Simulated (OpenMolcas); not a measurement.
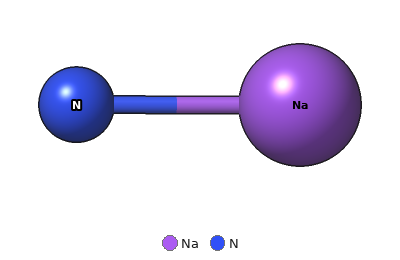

The molecule at the reference distance of 2.353 Å.

**Relativistic diatomic calculation: NaN⁻ (part 1 of 2)**

NaN⁻. Computed at this level: SA-CASSCF(7,8)/XMS-CASPT2 + RASSI spin-orbit (X2C scalar, AMFI), ANO-RCC-VTZP (OpenMolcas).

**Output (extracts)**
```
++    Wave function specifications:
      Number of closed shell electrons          12
      Number of electrons in active shells       7
      Number of inactive orbitals                6
      Number of active orbitals                  8
      Number of secondary orbitals              50
      Spin quantum number                      1.5
      State symmetry                             1
++    Orbital specifications:
      Symmetry species                           1   2
                                                 a   b
      Frozen orbitals                            0   0
      Inactive orbitals                          4   2
      Active orbitals                            4   4
      RAS2 orbitals                              4   4
      Secondary orbitals                        26  24
      Number of basis functions                 34  30
      printout of CI-coefficients larger than  0.15 for root  1
      energy=    -216.480398
      conf/sym  1111 2222     Coeff  Weight
             1  22u0 uu00  -0.60199 0.36239
             7  2u20 uu00   0.63580 0.40424
             9  2u20 0uu0   0.17928 0.03214
            10  2u20 u00u  -0.17928 0.03214
           187  2u00 uu20  -0.18616 0.03466
           198  2u00 uu02  -0.18616 0.03466
      printout of CI-coefficients larger than  0.15 for root  2
      energy=    -216.443407
      conf/sym  1111 2222     Coeff  Weight
             1  22u0 uu00   0.45314 0.20534
             7  2u20 uu00   0.27806 0.07732
            19  220u uu00  -0.50068 0.25069
            25  2udu uu00   0.43154 0.18622
           122  2uuu du00  -0.31182 0.09723
           123  2uuu ud00   0.24154 0.05834
      printout of CI-coefficients larger than  0.15 for root  3
      energy=    -216.421914
      conf/sym  1111 2222     Coeff  Weight
             1  22u0 uu00   0.56407 0.31818
             7  2u20 uu00   0.35029 0.12270
            25  2udu uu00  -0.28430 0.08083
            55  2uud uu00   0.36608 0.13402
           122  2uuu du00   0.33480 0.11209
           123  2uuu ud00  -0.25934 0.06725
      printout of CI-coefficients larger than  0.15 for root  4
      energy=    -216.420086
      conf/sym  1111 2222     Coeff  Weight
           186  2u00 u2u0  -0.57412 0.32961
           188  2u00 2u0u   0.57413 0.32962
           194  2u00 uudu   0.40155 0.16124
           196  2u00 0u2u   0.15252 0.02326
           197  2u00 uuud  -0.31104 0.09674
           199  2u00 u0u2  -0.15252 0.02326
      printout of CI-coefficients larger than  0.15 for root  5
      energy=    -216.398234
      conf/sym  1111 2222     Coeff  Weight
           185  2u00 2uu0   0.56913 0.32391
           187  2u00 uu20   0.37020 0.13705
           189  2u00 u20u  -0.56914 0.32391
           198  2u00 uu02  -0.37020 0.13705
      printout of CI-coefficients larger than  0.15 for root  6
      energy=    -216.398234
      conf/sym  1111 2222     Coeff  Weight
           186  2u00 u2u0   0.56914 0.32392
           188  2u00 2u0u   0.56913 0.32391
           194  2u00 uudu   0.32060 0.10278
           197  2u00 uuud   0.41389 0.17131
      printout of CI-coefficients larger than  0.15 for root  7
      energy=    -216.391541
      conf/sym  1111 2222     Coeff  Weight
             1  22u0 uu00   0.16578 0.02748
             7  2u20 uu00   0.40246 0.16198
            19  220u uu00   0.30227 0.09137
            25  2udu uu00  -0.21494 0.04620
            55  2uud uu00  -0.59623 0.35549
            57  2uud 0uu0  -0.15232 0.02320
            58  2uud u00u   0.15232 0.02320
            73  2u02 uu00  -0.22203 0.04930
           185  2u00 2uu0   0.23061 0.05318
           189  2u00 u20u   0.23062 0.05318
      Natural orbitals and occupation numbers for root  1
      sym 1:   1.996875   1.744638   0.988864   0.035432
      sym 2:   1.002378   1.002378   0.114718   0.114718
      Natural orbitals and occupation numbers for root  2
      sym 1:   1.995000   1.499383   0.934458   0.527158
      sym 2:   0.984859   0.984859   0.037142   0.037142
      Natural orbitals and occupation numbers for root  3
      sym 1:   1.994056   1.593178   0.954451   0.322196
      sym 2:   0.970558   0.970559   0.097502   0.097502
      Natural orbitals and occupation numbers for root  4
      sym 1:   1.991276   0.990140   0.017528   0.002669
      sym 2:   1.362026   1.362018   0.637168   0.637175
      Natural orbitals and occupation numbers for root  5
      sym 1:   1.993306   0.984004   0.024728   0.003035
      sym 2:   1.345514   1.345519   0.651945   0.651949
      Natural orbitals and occupation numbers for root  6
      sym 1:   1.993306   0.984004   0.024728   0.003035
      sym 2:   1.345513   1.345519   0.651950   0.651944
      Natural orbitals and occupation numbers for root  7
      sym 1:   1.997557   1.164716   0.947708   0.612718
      sym 2:   1.018077   1.018084   0.120571   0.120569
      RASSCF energy for state  7                   -216.39154070
::    RASSCF root number  1 Total energy:   -216.48039799
::    RASSCF root number  2 Total energy:   -216.44340662
::    RASSCF root number  3 Total energy:   -216.42191404
::    RASSCF root number  4 Total energy:   -216.42008607
::    RASSCF root number  5 Total energy:   -216.39823437
::    RASSCF root number  6 Total energy:   -216.39823437
::    RASSCF root number  7 Total energy:   -216.39154070
      Von Neumann Entropy (Root   1) =  2.25169
++    Wave function specifications:
      Number of closed shell electrons           6
      Number of electrons in active shells       7
      Number of inactive orbitals                3
      Number of active orbitals                  8
      Number of secondary orbitals              50
      Spin quantum number                      1.5
      State symmetry                             1
      Number of CSFs                           672
      Number of CASSCF root(s) available         7
      CASPT2 state passed to geometry opt.       7
      A file JOBMIX will be created
      This is a MULTI-STATE CASSCF reference
      Number of CI roots used                    7
      These are:                                 1   2   3   4   5   6   7
      Off-diagonal elements of Heff are computed
  FINAL CASPT2 RESULT:
      Reference energy:        -216.4803979915
      E2 (Non-variational):      -0.3319840632
      Shift correction:          -0.0035794423
      E2 (Variational):          -0.3355635055
      Total energy:            -216.8159614970
      Reference weight:           0.90730
  FINAL CASPT2 RESULT:
      Reference energy:        -216.4434066221
      E2 (Non-variational):      -0.2787976844
      Shift correction:          -0.0020716530
      E2 (Variational):          -0.2808693374
      Total energy:            -216.7242759595
      Reference weight:           0.93460
  FINAL CASPT2 RESULT:
      Reference energy:        -216.4219140415
      E2 (Non-variational):      -0.2773521058
      Shift correction:          -0.0022954468
      E2 (Variational):          -0.2796475526
      Total energy:            -216.7015615941
      Reference weight:           0.93341
  FINAL CASPT2 RESULT:
      Reference energy:        -216.4200860690
      E2 (Non-variational):      -0.2902614597
      Shift correction:          -0.0027152208
      E2 (Variational):          -0.2929766805
      Total energy:            -216.7130627496
      Reference weight:           0.92677
  FINAL CASPT2 RESULT:
      Reference energy:        -216.3982343685
      E2 (Non-variational):      -0.3004256956
      Shift correction:          -0.0039244477
      E2 (Variational):          -0.3043501433
      Total energy:            -216.7025845118
      Reference weight:           0.91536
  FINAL CASPT2 RESULT:
      Reference energy:        -216.3982343685
      E2 (Non-variational):      -0.3003152056
      Shift correction:          -0.0038928488
      E2 (Variational):          -0.3042080544
      Total energy:            -216.7024424230
      Reference weight:           0.91562
  FINAL CASPT2 RESULT:
      Reference energy:        -216.3915407045
      E2 (Non-variational):      -0.2854704434
      Shift correction:          -0.0031111396
      E2 (Variational):          -0.2885815830
      Total energy:            -216.6801222875
      Reference weight:           0.92413
       Total XMS-CASPT2 energies:
::    XMS-CASPT2 Root  1     Total energy:   -216.78884245
::    XMS-CASPT2 Root  2     Total energy:   -216.74123563
::    XMS-CASPT2 Root  3     Total energy:   -216.71306277
::    XMS-CASPT2 Root  4     Total energy:   -216.70904641
::    XMS-CASPT2 Root  5     Total energy:   -216.70258591
::    XMS-CASPT2 Root  6     Total energy:   -216.70244102
::    XMS-CASPT2 Root  7     Total energy:   -216.68279683
++    Wave function specifications:
      Number of closed shell electrons          12
      Number of electrons in active shells       7
      Number of inactive orbitals                6
      Number of active orbitals                  8
      Number of secondary orbitals              50
      Spin quantum number                      0.5
      State symmetry                             1
      printout of CI-coefficients larger than  0.15 for root  1
      energy=    -216.483359
      conf/sym  1111 2222     Coeff  Weight
             6  22u0 du00   0.82904 0.68730
             7  22u0 ud00  -0.47865 0.22911
      printout of CI-coefficients larger than  0.15 for root  2
      energy=    -216.443615
      conf/sym  1111 2222     Coeff  Weight
             5  22u0 2000  -0.34336 0.11790
             8  22u0 0200  -0.34345 0.11796
           349  2u00 2200   0.44317 0.19640
           419  20u0 2200  -0.70618 0.49869
      printout of CI-coefficients larger than  0.15 for root  3
      energy=    -216.436057
      conf/sym  1111 2222     Coeff  Weight
             5  22u0 2000  -0.68947 0.47537
             8  22u0 0200   0.68948 0.47539
      printout of CI-coefficients larger than  0.15 for root  4
      energy=    -216.436057
      conf/sym  1111 2222     Coeff  Weight
             6  22u0 du00   0.48754 0.23769
             7  22u0 ud00   0.84443 0.71307
      printout of CI-coefficients larger than  0.15 for root  5
      energy=    -216.411128
      conf/sym  1111 2222     Coeff  Weight
             5  22u0 2000   0.47202 0.22281
             8  22u0 0200   0.47196 0.22274
           349  2u00 2200   0.62291 0.38801
           353  2u00 u2d0  -0.19912 0.03965
           366  2u00 2u0d   0.19905 0.03962
      printout of CI-coefficients larger than  0.15 for root  6
      energy=    -216.404442
      conf/sym  1111 2222     Coeff  Weight
             6  22u0 du00  -0.18445 0.03402
            54  220u du00  -0.40792 0.16640
            55  220u ud00   0.23551 0.05547
            70  2udu du00   0.52550 0.27615
            71  2udu ud00  -0.30340 0.09205
            74  2udu 0du0   0.15358 0.02359
            78  2udu d00u  -0.15357 0.02358
           102  202u du00   0.15431 0.02381
           150  2uud du00  -0.28533 0.08141
           151  2uud ud00   0.16474 0.02714
           325  2uuu dd00   0.28658 0.08213
      printout of CI-coefficients larger than  0.15 for root  7
      energy=    -216.390449
      conf/sym  1111 2222     Coeff  Weight
             5  22u0 2000   0.35124 0.12337
             8  22u0 0200   0.35122 0.12336
           349  2u00 2200  -0.40936 0.16758
           353  2u00 u2d0   0.19852 0.03941
           366  2u00 2u0d  -0.19845 0.03938
           419  20u0 2200  -0.64545 0.41660
      Natural orbitals and occupation numbers for root  1
      sym 1:   1.992347   1.963047   1.000989   0.034384
      sym 2:   0.987920   0.987920   0.016696   0.016697
      Natural orbitals and occupation numbers for root  2
      sym 1:   1.990671   0.455024   1.044106   0.008655
      sym 2:   1.697750   1.697886   0.052956   0.052952
      Natural orbitals and occupation numbers for root  3
      sym 1:   1.989322   1.979215   1.002547   0.014913
      sym 2:   0.979588   0.979616   0.027402   0.027397
      Natural orbitals and occupation numbers for root  4
      sym 1:   1.989322   1.979214   1.002547   0.014913
      sym 2:   0.979601   0.979603   0.027400   0.027399
      Natural orbitals and occupation numbers for root  5
      sym 1:   1.955966   1.466105   0.491905   0.023816
      sym 2:   1.458672   1.458568   0.072497   0.072470
      Natural orbitals and occupation numbers for root  6
      sym 1:   1.994369   1.441377   0.550439   1.005089
      sym 2:   0.985701   0.985702   0.018662   0.018660
      Natural orbitals and occupation numbers for root  7
      sym 1:   1.944655   1.103899   0.456400   0.019359
      sym 2:   1.654085   1.654097   0.083768   0.083737
      RASSCF energy for state  7                   -216.39044869
::    RASSCF root number  1 Total energy:   -216.48335947
::    RASSCF root number  2 Total energy:   -216.44361536
::    RASSCF root number  3 Total energy:   -216.43605652
::    RASSCF root number  4 Total energy:   -216.43605652
::    RASSCF root number  5 Total energy:   -216.41112801
::    RASSCF root number  6 Total energy:   -216.40444249
::    RASSCF root number  7 Total energy:   -216.39044869
      Von Neumann Entropy (Root   1) =  1.75300
++    Wave function specifications:
      Number of closed shell electrons           6
      Number of electrons in active shells       7
      Number of inactive orbitals                3
      Number of active orbitals                  8
      Number of secondary orbitals              50
      Spin quantum number                      0.5
      State symmetry                             1
      Number of CSFs                          1176
      Number of CASSCF root(s) available         7
      CASPT2 state passed to geometry opt.       7
      A file JOBMIX will be created
      This is a MULTI-STATE CASSCF reference
      Number of CI roots used                    7
      These are:                                 1   2   3   4   5   6   7
      Off-diagonal elements of Heff are computed
  FINAL CASPT2 RESULT:
      Reference energy:        -216.4833594678
      E2 (Non-variational):      -0.3035274920
      Shift correction:          -0.0015126827
      E2 (Variational):          -0.3050401747
      Total energy:            -216.7883996425
      Reference weight:           0.93249
  FINAL CASPT2 RESULT:
      Reference energy:        -216.4436153596
      E2 (Non-variational):      -0.3080880667
      Shift correction:          -0.0044634456
      E2 (Variational):          -0.3125515123
      Total energy:            -216.7561668719
      Reference weight:           0.91053
  FINAL CASPT2 RESULT:
      Reference energy:        -216.4360565249
      E2 (Non-variational):      -0.3008668340
      Shift correction:          -0.0012372796
      E2 (Variational):          -0.3021041135
      Total energy:            -216.7381606384
      Reference weight:           0.93515
  FINAL CASPT2 RESULT:
      Reference energy:        -216.4360565249
      E2 (Non-variational):      -0.3008521699
      Shift correction:          -0.0012415700
      E2 (Variational):          -0.3020937399
      Total energy:            -216.7381502647
      Reference weight:           0.93510
  FINAL CASPT2 RESULT:
      Reference energy:        -216.4111280150
      E2 (Non-variational):      -0.2932025011
      Shift correction:          -0.0011532525
      E2 (Variational):          -0.2943557535
      Total energy:            -216.7054837685
      Reference weight:           0.93814
  FINAL CASPT2 RESULT:
      Reference energy:        -216.4044424940
      E2 (Non-variational):      -0.2920259315
      Shift correction:          -0.0052494985
      E2 (Variational):          -0.2972754300
      Total energy:            -216.7017179240
      Reference weight:           0.91455
  FINAL CASPT2 RESULT:
      Reference energy:        -216.3904486949
      E2 (Non-variational):      -0.2817909968
      Shift correction:          -0.0015333245
      E2 SPIN-FREE ENERGIES:
  (Shifted by EMIN (a.u.) =       -216.7888424547)
 SF State       Relative EMIN(au)   Rel lowest level(eV)    D:o, cm**(-1)      Abs_M
     1             0.0000000000        0.0000000000              0.0000         0.0
     8             0.0037376895        0.1017077116            820.3280         0.0
    15             0.0132370969        0.3601997564           2905.2070         1.0
    16             0.0132370977        0.3601997788           2905.2071         1.0
     2             0.0476068261        1.2954477331          10448.4906         0.0
     9             0.0504887600        1.3738691483          11081.0020         0.0
    10             0.0506817827        1.3791215650          11123.3656         2.0
    11             0.0506922229        1.3794056562          11125.6569         2.0
    21             0.0653590876        1.7785113770          14344.6617         1.0
    22             0.0653591145        1.7785121085          14344.6676         1.0
    17             0.0669635189        1.8221701766          14696.7936         1.0
    18             0.0669635189        1.8221701766          14696.7936         1.0
    12             0.0691737908        1.8823147406          15181.8922         0.0
     3             0.0757796860        2.0620703060          16631.7187         0.0
    23             0.0783886951        2.1330650601          17204.3300         0.0
     4             0.0797960458        2.1713610218          17513.2077         0.0
    13             0.0838296535        2.2811210806          18398.4823         0.0
     5             0.0862565401        2.3471600276          18931.1223         2.0
     6             0.0864014346        2.3511028092          18962.9230         2.0
    19             0.1037644307        2.8235740030          22773.6602         1.0
    20             0.1037644315        2.8235740239          22773.6604         1.0
     7             0.1060456282        2.8856485495          23274.3252         0.0
    14             0.1114411575        3.0324683798          24458.5070         0.0
```

(Continued in part 2.) Outcome of the run: converged; components of a degenerate state are split by 32 cm⁻¹; whether the anion is bound against detachment isn't tested; the ground state isn't settled.
